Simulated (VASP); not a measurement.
Band structure of Re (hcp). Calculation: optB86b-vdW, VASP's PBE PAW potentials (set 64) (plane waves; VASP).

Unless said otherwise, spin-orbit coupling is left out, though it shifts the bands of the heavy elements here.

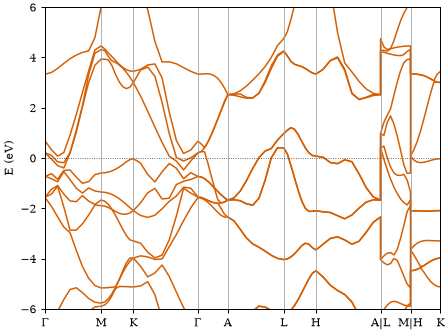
Figure: Bands along high-symmetry lines, zero at the valence-band maximum or, without a gap, the Fermi level

Read the plot: is there a gap, and where are the band edges?

It has no gap at this level: it comes out as a metal or semimetal. (Edges off the drawn lines would not show.)

The compound is Re in the hcp structure. It was relaxed first.
